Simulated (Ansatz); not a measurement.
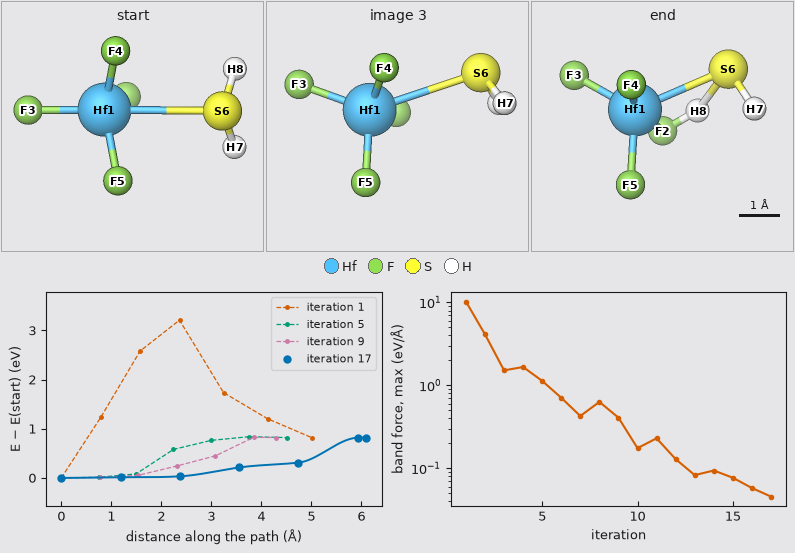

NEB run on HfH$_{2}$SF$_{4}$. Images are numbered from 0 (start) to 6 (end). The plot follows the band through its iterations. The picture is a ball-and-stick view, seen face on.

Computed with RKS PBE/def2-SVP in Ansatz 0.2.0. Settings: 5 movable images; climbing image; force threshold 0.05 eV/Å; iteration limit 60; starting path through a guess of the saddle point.

### Judge this run.

The run is converged, with reservations. The band converged in 17 iterations. The largest component of the band force went from 10 to 0.046 eV/Å. The first iteration put the highest image at 3.21 eV. No barrier shows: the energy is highest at the end, and the end lies 0.82 eV above the start.

Cost: 61 s on 4 threads of Intel(R) Xeon(R) 6975P-C (Granite Rapids) (shared host), peak memory 0.19 GiB.
